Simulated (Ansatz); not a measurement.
Nudged elastic band, with input and output: Si2PH9 (part 1 of 2)

The run: nudged elastic band of Si2PH9. Method and program: RKS PBE/6-31G* (Ansatz 0.2.0).

It belongs to a series of runs on one base structure; here: band between the two ends. Figures and captions count atoms from 1; the log counts them from 0 in places.

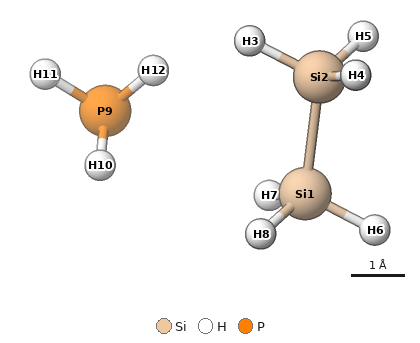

Fig. 1: The structure as given in the input (ball-and-stick view, seen at a tilt; atoms are numbered from 1 in the order of the input). Bond lengths as drawn: H–P 1.44 Å, H–Si 1.50 Å and Si–Si 2.35 Å.

## Key numbers

```tsv
quantity	value
outcome	converged
barrier, forward	2.631 eV
barrier, backward	2.744 eV
hardware	1 thread of Arm Neoverse V2, 24 GiB of memory available, shared host
wall time	9.5 min
peak memory	0.13 GiB
```

The order of the saddle point was not checked.

## The input
```yaml
crystal:
  periodic: [false, false, false]
  atoms:
    - { symbol: Si, position_ang: [0.625862, -0.139333, 0.157149] }
    - { symbol: Si, position_ang: [0.797126, -0.044893, 2.498253] }
    - { symbol: H, position_ang: [-0.448656, -0.575283, 3.148379] }
    - { symbol: H, position_ang: [1.96124, -0.865337, 2.973683] }
    - { symbol: H, position_ang: [0.997731, 1.372454, 2.952417] }
    - { symbol: H, position_ang: [1.874614, 0.379407, -0.493795] }
    - { symbol: H, position_ang: [-0.533023, 0.687892, -0.318547] }
    - { symbol: H, position_ang: [0.410559, -1.555453, -0.290881] }
    - { symbol: P, position_ang: [-3.904616, 0.357892, 0.864029] }
    - { symbol: H, position_ang: [-3.402522, -0.807329, 0.19148] }
    - { symbol: H, position_ang: [-4.823336, -0.414435, 1.652766] }
    - { symbol: H, position_ang: [-2.885579, 0.292319, 1.874066] }
basis:
  gaussian: { orbitals: "6-31G*" }
hamiltonian:
  xc: pbe
neb:
  order_check: false
  images: 9
  f_tol: 0.05
  max_iterations: 57
  final_atoms:
    - { symbol: Si, position_ang: [-0.88835954, -0.10923599, -0.7828067] }
    - { symbol: Si, position_ang: [0.38446399, -0.18418469, 3.56749234] }
    - { symbol: H, position_ang: [0.49135287, -0.52002365, 5.0238082] }
    - { symbol: H, position_ang: [1.55567086, -0.76013584, 2.83262862] }
    - { symbol: H, position_ang: [0.36554776, 1.30386789, 3.39621979] }
    - { symbol: H, position_ang: [-0.07627277, 0.63816882, 0.23607255] }
    - { symbol: H, position_ang: [-0.78920611, 0.61334323, -2.09317929] }
    - { symbol: H, position_ang: [-0.30367304, -1.48026166, -0.94778157] }
    - { symbol: P, position_ang: [-3.09471836, -0.33562838, -0.25763183] }
    - { symbol: H, position_ang: [-2.83609834, -0.7550427, 1.09315859] }
    - { symbol: H, position_ang: [-3.25508772, 1.04115421, 0.12342535] }
    - { symbol: H, position_ang: [-0.8842196, -0.76412024, 3.01759296] }
  initial_path:
    images:
      - { positions_ang: [[0.625862, -0.139333, 0.157149], [0.797126, -0.044893, 2.498253], [-0.448656, -0.575283, 3.148379], [1.96124, -0.865337, 2.973683], [0.997731, 1.372454, 2.952417], [1.874614, 0.379407, -0.493795], [-0.533023, 0.687892, -0.318547], [0.410559, -1.555453, -0.290881], [-3.904616, 0.357892, 0.864029], [-3.402522, -0.807329, 0.19148], [-4.823336, -0.414435, 1.652766], [-2.885579, 0.292319, 1.874066]] }
      - { positions_ang: [[0.50301098, -0.11969322, 0.12657918], [0.63534489, -0.02769644, 2.51317796], [-0.62519579, -0.5300092, 3.13090674], [1.76747882, -0.86803441, 2.99877413], [0.85624009, 1.37752093, 2.96590718], [1.77824592, 0.29200044, -0.48884921], [-0.56051486, 0.77722721, -0.3600407], [0.19388767, -1.49376472, -0.32266455], [-3.59347491, 0.28341071, 0.84410092], [-3.34378337, -0.83077127, 0.14975524], [-4.34095657, -0.41110033, 1.74826019], [-2.60088287, 0.2388113, 1.90309192]] }
      - { positions_ang: [[0.38015997, -0.10005345, 0.09600937], [0.47356378, -0.01049988, 2.52810292], [-0.80173557, -0.48473539, 3.11343449], [1.57371764, -0.87073182, 3.02386525], [0.71474917, 1.38258786, 2.97939737], [1.68187784, 0.20459387, -0.48390342], [-0.58800671, 0.86656241, -0.40153441], [-0.02278365, -1.43207644, -0.35444811], [-3.28233383, 0.20892943, 0.82417285], [-3.28504474, -0.85421354, 0.10803047], [-3.85857715, -0.40776566, 1.84375438], [-2.31618674, 0.1853036, 1.93211784]] }
      - { positions_ang: [[0.25730895, -0.08041367, 0.06543955], [0.31178266, 0.00669668, 2.54302788], [-0.97827536, -0.43946159, 3.09596223], [1.37995645, -0.87342923, 3.04895638], [0.57325826, 1.38765479, 2.99288755], [1.58550975, 0.11718731, -0.47895763], [-0.61549857, 0.95589762, -0.44302811], [-0.23945498, -1.37038815, -0.38623166], [-2.97119274, 0.13444814, 0.80424477], [-3.22630611, -0.87765582, 0.06630571], [-3.37619772, -0.40443098, 1.93924856], [-2.03149061, 0.13179591, 1.96114376]] }
      - { positions_ang: [[0.13445794, -0.0607739, 0.03486974], [0.15000155, 0.02389323, 2.55795284], [-1.15481515, -0.39418779, 3.07848998], [1.18619527, -0.87612664, 3.07404751], [0.43176734, 1.39272172, 3.00637774], [1.48914167, 0.02978074, -0.47401184], [-0.64299042, 1.04523283, -0.48452181], [-0.45612631, -1.30869987, -0.41801522], [-2.66005165, 0.05996686, 0.7843167], [-3.16756747, -0.90109809, 0.02458095], [-2.89381829, -0.40109631, 2.03474275], [-1.74679449, 0.07828821, 1.99016968]] }
      - { positions_ang: [[0.01160692, -0.04113412, 0.00429992], [-0.01177956, 0.04108979, 2.5728778], [-1.33135493, -0.34891398, 3.06101772], [0.99243409, -0.87882405, 3.09913863], [0.29027643, 1.39778866, 3.01986792], [1.39277359, -0.05762582, -0.46906605], [-0.67048228, 1.13456803, -0.52601552], [-0.67279763, -1.24701159, -0.44979877], [-2.34891056, -0.01451443, 0.76438862], [-3.10882884, -0.92454036, -0.01714382], [-2.41143887, -0.39776164, 2.13023694], [-1.46209836, 0.02478051, 2.0191956]] }
      - { positions_ang: [[-0.16838637, -0.05475449, -0.1531214], [0.06746915, -0.0039651, 2.77180071], [-0.96681337, -0.38313592, 3.45357581], [1.10508145, -0.85508641, 3.04583663], [0.30533069, 1.3790045, 3.09513829], [1.09896432, 0.08153311, -0.32803833], [-0.69422704, 1.03032307, -0.83944827], [-0.59897271, -1.2936616, -0.54939533], [-2.49807212, -0.07873722, 0.55998453], [-3.05428274, -0.89064083, 0.20491666], [-2.58016864, -0.10997847, 1.72887462], [-1.34652261, -0.13299964, 2.21887507]] }
      - { positions_ang: [[-0.34837966, -0.06837487, -0.31054273], [0.14671786, -0.04902, 2.97072361], [-0.60227181, -0.41735785, 3.84613391], [1.2177288, -0.83134877, 2.99253463], [0.32038496, 1.36022035, 3.17040867], [0.80515505, 0.22069203, -0.18701061], [-0.71797181, 0.92607811, -1.15288102], [-0.52514779, -1.34031162, -0.64899189], [-2.64723368, -0.14296001, 0.35558044], [-2.99973664, -0.85674129, 0.42697714], [-2.74889841, 0.1778047, 1.3275123], [-1.23094686, -0.29077979, 2.41855454]] }
      - { positions_ang: [[-0.52837295, -0.08199524, -0.46796405], [0.22596657, -0.0940749, 3.16964652], [-0.23773025, -0.45157978, 4.23869201], [1.33037616, -0.80761112, 2.93923263], [0.33543923, 1.3414362, 3.24567904], [0.51134578, 0.35985096, -0.04598289], [-0.74171658, 0.82183315, -1.46631378], [-0.45132288, -1.38696163, -0.74858845], [-2.79639524, -0.2071828, 0.15117635], [-2.94519054, -0.82284176, 0.64903763], [-2.91762818, 0.46558787, 0.92614999], [-1.1153711, -0.44855994, 2.61823401]] }
      - { positions_ang: [[-0.70836625, -0.09561561, -0.62538538], [0.30521528, -0.13912979, 3.36856943], [0.12681131, -0.48580172, 4.6312501], [1.44302351, -0.78387348, 2.88593062], [0.35049349, 1.32265205, 3.32094942], [0.21753651, 0.49900989, 0.09504483], [-0.76546134, 0.71758819, -1.77974653], [-0.37749796, -1.43361165, -0.84818501], [-2.9455568, -0.27140559, -0.05322774], [-2.89064444, -0.78894223, 0.87109811], [-3.08635795, 0.75337104, 0.52478767], [-0.99979535, -0.60634009, 2.81791348]] }
      - { positions_ang: [[-0.88835954, -0.10923599, -0.7828067], [0.38446399, -0.18418469, 3.56749234], [0.49135287, -0.52002365, 5.0238082], [1.55567086, -0.76013584, 2.83262862], [0.36554776, 1.30386789, 3.39621979], [-0.07627277, 0.63816882, 0.23607255], [-0.78920611, 0.61334323, -2.09317929], [-0.30367304, -1.48026166, -0.94778157], [-3.09471836, -0.33562838, -0.25763183], [-2.83609834, -0.7550427, 1.09315859], [-3.25508772, 1.04115421, 0.12342535], [-0.8842196, -0.76412024, 3.01759296]] }
```

Launched with:
```bash
ansatz run input.yaml --threads 1 --pin off --max-ram 2048MiB --backend cpu --events-out ev --progress --plain --runs-dir out
```

## Log
```
Engine: ansatz 0.2.0, aarch64-unknown-linux-gnu
Functional definition: PBE
  parameter kappa = 0.804
  parameter beta = 0.06672455060314922
  exchange = pbe_x(kappa = kappa, mu = beta*pi^2/3)
  correlation = pbe_c(beta = beta)
1034 factors; their error is unknown
mean field evaluation 1: about -25173.8248 eV, gradient 1.6e1 eV
mean field evaluation 2: about -25174.5874 eV, gradient 1.2e1 eV
mean field evaluation 4: about -25175.0699 eV, gradient 4.9e-1 eV
mean field evaluation 8: about -25174.9909 eV, gradient 1.3e-2 eV
mean field -25174.99088377 eV, -925.1638507570 hartree, gradient 6.0e-5 eV, S^2 0.000000; 0 other end points of the search recorded, 0 dependent functions left out
the calculation of the forces begins
reference -25174.99092936 eV, -925.1638524322 hartree; 26, 26 occupied and 49, 49 virtual orbitals, 1034 factors
1034 factors; their error is unknown
mean field evaluation 16: about -25175.1387 eV, gradient 3.5e0 eV
mean field -25175.10436438 eV, -925.1680210922 hartree, gradient 5.8e-5 eV, S^2 0.000000; 0 other end points of the search recorded, 0 dependent functions left out
[... from here on the field's lines of each further geometry are left out, up to the last ...]
NEB iter   1: max|band force component| = 6.765e1 eV/Å  barrier→ = 23.7944 eV  barrier← = 23.9078 eV  Δτ_max = 0.2000 Å  (290 SCF iters)
NEB iter   2: max|band force component| = 3.996e1 eV/Å  barrier→ = 13.7393 eV  barrier← = 13.8528 eV  Δτ_max = 0.2000 Å  (243 SCF iters)
NEB iter   3: max|band force component| = 1.931e1 eV/Å  barrier→ = 5.5215 eV  barrier← = 5.6350 eV  Δτ_max = 0.1991 Å  (240 SCF iters)
NEB iter   4: max|band force component| = 9.469e0 eV/Å  barrier→ = 4.2515 eV  barrier← = 4.3650 eV  Δτ_max = 0.2000 Å  (233 SCF iters)
NEB iter   5: max|band force component| = 4.271e0 eV/Å  barrier→ = 3.6340 eV  barrier← = 3.7475 eV  Δτ_max = 0.2000 Å  (229 SCF iters)
NEB iter   6: max|band force component| = 1.737e0 eV/Å  barrier→ = 2.8316 eV  barrier← = 2.9451 eV  Δτ_max = 0.2000 Å  (231 SCF iters)
NEB iter   7: max|band force component| = 1.422e0 eV/Å  barrier→ = 2.3394 eV  barrier← = 2.4529 eV  Δτ_max = 0.1035 Å  (227 SCF iters)
NEB iter   8: max|band force component| = 8.081e-1 eV/Å  barrier→ = 2.3283 eV  barrier← = 2.4418 eV  Δτ_max = 0.1009 Å  (229 SCF iters)
NEB iter   9: max|band force component| = 6.544e-1 eV/Å  barrier→ = 2.4571 eV  barrier← = 2.5706 eV  Δτ_max = 0.1012 Å  (227 SCF iters)
NEB iter  10: max|band force component| = 5.924e-1 eV/Å  barrier→ = 2.5320 eV  barrier← = 2.6455 eV  Δτ_max = 0.1016 Å  (221 SCF iters)
NEB iter  11: max|band force component| = 9.357e-1 eV/Å  barrier→ = 2.5946 eV  barrier← = 2.7081 eV  CI = image 4  Δτ_max = 0.2000 Å  (224 SCF iters)
NEB iter  12: max|band force component| = 1.088e0 eV/Å  barrier→ = 2.9822 eV  barrier← = 3.0957 eV  CI = image 4  Δτ_max = 0.1023 Å  (231 SCF iters)
NEB iter  13: max|band force component| = 9.172e-1 eV/Å  barrier→ = 2.9296 eV  barrier← = 3.0431 eV  CI = image 4  Δτ_max = 0.2000 Å  (225 SCF iters)
NEB iter  14: max|band force component| = 5.790e-1 eV/Å  barrier→ = 2.8088 eV  barrier← = 2.9223 eV  CI = image 4  Δτ_max = 0.1973 Å  (223 SCF iters)
NEB iter  15: max|band force component| = 4.428e-1 eV/Å  barrier→ = 2.7162 eV  barrier← = 2.8297 eV  CI = image 4  Δτ_max = 0.2000 Å  (222 SCF iters)
NEB iter  16: max|band force component| = 3.160e-1 eV/Å  barrier→ = 2.7092 eV  barrier← = 2.8227 eV  CI = image 4  Δτ_max = 0.2000 Å  (220 SCF iters)
NEB iter  17: max|band force component| = 4.319e-1 eV/Å  barrier→ = 2.6914 eV  barrier← = 2.8049 eV  CI = image 4  Δτ_max = 0.1003 Å  (221 SCF iters)
NEB iter  18: max|band force component| = 2.243e-1 eV/Å  barrier→ = 2.6726 eV  barrier← = 2.7860 eV  CI = image 4  Δτ_max = 0.1999 Å  (219 SCF iters)
NEB iter  19: max|band force component| = 3.667e-1 eV/Å  barrier→ = 2.6502 eV  barrier← = 2.7637 eV  CI = image 4  Δτ_max = 0.0998 Å  (224 SCF iters)
NEB iter  20: max|band force component| = 3.941e-1 eV/Å  barrier→ = 2.6403 eV  barrier← = 2.7538 eV  CI = image 4  Δτ_max = 0.0502 Å  (222 SCF iters)
NEB iter  21: max|band force component| = 3.097e-1 eV/Å  barrier→ = 2.6345 eV  barrier← = 2.7480 eV  CI = image 4  Δτ_max = 0.0501 Å  (209 SCF iters)
NEB iter  22: max|band force component| = 1.748e-1 eV/Å  barrier→ = 2.6326 eV  barrier← = 2.7461 eV  CI = image 4  Δτ_max = 0.0500 Å  (224 SCF iters)
NEB iter  23: max|band force component| = 5.336e-2 eV/Å  barrier→ = 2.6319 eV  barrier← = 2.7454 eV  CI = image 4  Δτ_max = 0.0632 Å  (217 SCF iters)
NEB iter  24: max|band force component| = 5.887e-2 eV/Å  barrier→ = 2.6314 eV  barrier← = 2.7449 eV  CI = image 4  Δτ_max = 0.0320 Å  (224 SCF iters)
NEB iter  25: max|band force component| = 7.393e-2 eV/Å  barrier→ = 2.6311 eV  barrier← = 2.7446 eV  CI = image 4  Δτ_max = 0.0161 Å  (227 SCF iters)
NEB iter  26: max|band force component| = 4.716e-2 eV/Å  barrier→ = 2.6310 eV  barrier← = 2.7445 eV  CI = image 4  Δτ_max = 0.0160 Å  (218 SCF iters)
the calculation of the forces begins
reference -25175.09990515 eV, -925.1678572188 hartree; 26, 26 occupied and 49, 49 virtual orbitals, 1034 factors
1034 factors; their error is unknown
mean field -25172.35999012 eV, -925.0671671984 hartree, gradient 8.8e-6 eV, S^2 0.000000; 1 other end points of the search recorded, 0 dependent functions left out
the calculation of the forces begins
reference -25172.36003200 eV, -925.0671687376 hartree; 26, 26 occupied and 49, 49 virtual orbitals, 1034 factors
NEB iter  27: max|band force component| = 4.631e-2 eV/Å  barrier→ = 2.6309 eV  barrier← = 2.7444 eV  CI = image 4  Δτ_max = 0.0000 Å  (245 SCF iters)
```
